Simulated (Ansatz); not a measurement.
Band structure of CuZn (Pm-3m, 2 atoms in the cell).

```yaml
crystal:
  lattice:
    - [2.95000, 0.00000, 0.00000]
    - [0.00000, 2.95000, 0.00000]
    - [0.00000, 0.00000, 2.95000]
  atoms:
    - { symbol: Zn, position: [0.50000, 0.50000, 0.50000] }
    - { symbol: Cu, position: [0.00000, 0.00000, 0.00000] }
```

Method: PBE, PAW files (plane waves; Ansatz, a first-principles code).

Settings: kpoints.mp_grid.grid = 15 15 15; hamiltonian.xc = pbe; hamiltonian.pseudopotentials = {kind: paw} (an earlier, softer set of the program's PAW files); scf.occupations.method = gaussian; scf.occupations.width = 0.272 eV; kpoints.band_path.npoints = 8.

The starting cell has typed, rounded lattice constants, without a prior relaxation at this level. Spin polarisation is off.

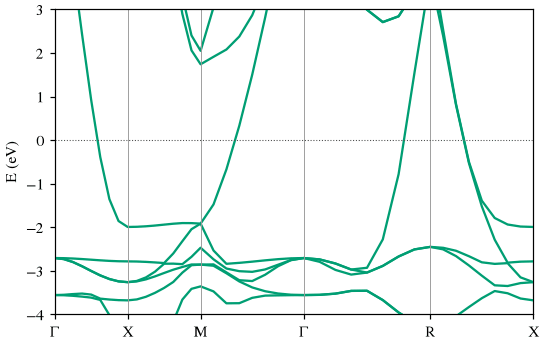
Bands along the path, energies from the Fermi level.

Levels in eV from the Fermi level, bands 12 to 19:
```json
[
 {"point": "Γ", "12": "-3.56", "13": "-2.71", "14": "-2.71", "15": "-2.71", "16": "6.15", "17": "6.15", "18": "6.15", "19": "11.18"},
 {"point": "X", "12": "-3.68", "13": "-3.26", "14": "-3.26", "15": "-2.78", "16": "-1.99", "17": "11.63", "18": "11.63", "19": "12.22"},
 {"point": "M", "12": "-2.86", "13": "-2.86", "14": "-2.47", "15": "-1.92", "16": "-1.92", "17": "1.74", "18": "2.05", "19": "13.85"},
 {"point": "R", "12": "-4.27", "13": "-2.45", "14": "-2.45", "15": "3.78", "16": "4.29", "17": "4.29", "18": "4.29", "19": "4.49"}
]
```

Bands cross the Fermi level along this path, so the cell is metallic at this level.

Keys are those of Ansatz 0.2.
